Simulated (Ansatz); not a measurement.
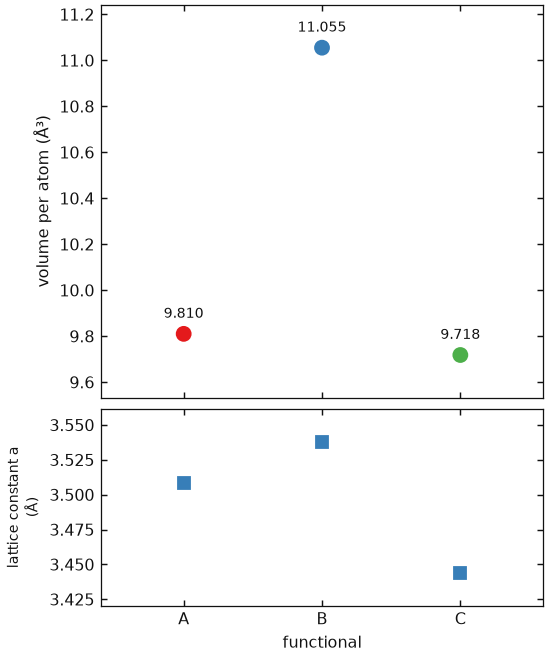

The plot gives the computed volume per atom by functional, with the lattice constant a below, for HfSi₃O₈. The labels are replaced by letters. In alphabetical order the cases are: PBE; PBEsol; r2SCAN.

How it was computed, with Ansatz 0.2.0: relaxed lattice of one prototype by several density functionals, zero stress, symmetry kept, spin-unpolarised plane waves.

- prototype: tetragonal host
- atoms in cell: 12
- periodic directions: 3

Which letter stands for which functional?

Answer. A: PBEsol (9.8 Å³); B: PBE (11.1 Å³); C: r2SCAN (9.7 Å³).
